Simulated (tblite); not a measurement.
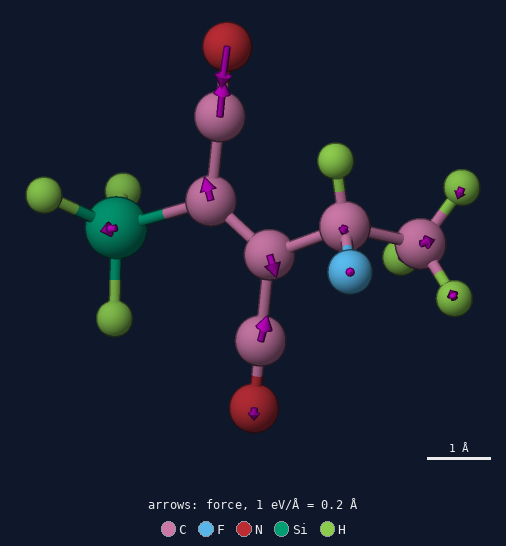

Starting geometry of C₆H₇FN₂Si with the computed forces as purple arrows. A ball-and-stick model, seen at a tilt.

All numbers below come from GFN2-xTB geometry optimisation, gas phase in tblite. 

Q: What follows when this structure is relaxed?

A: It isn't relaxed: the largest force vector, on an N atom, is 3.66 eV/Å. The final displacements have little in common with the starting forces (cosine between the two patterns 0.17). The largest moves after the best rigid fit, 0.90 Å, are those of H atoms. Largest moves by element: H 0.90 Å, N 0.32 Å, C 0.17 Å, Si 0.12 Å, F 0.05 Å. Some distances before and after: C–Si 1.847 → 1.911 Å, C–C 1.453 → 1.412 Å, C–C 1.315 → 1.348 Å, C–N 1.180 → 1.148 Å. Among the angles between lasting bonds that change: C–C–C 121.0° → 114.7°, C–C–C 119.9° → 123.9°, C–C–C 107.5° → 111.2°. Groups turn about C–C by about 50°. After 92 geometry steps the energy has fallen by 10.4 kcal/mol. The run took 1.2 s on 1 thread of Arm Neoverse N1, on a shared host.
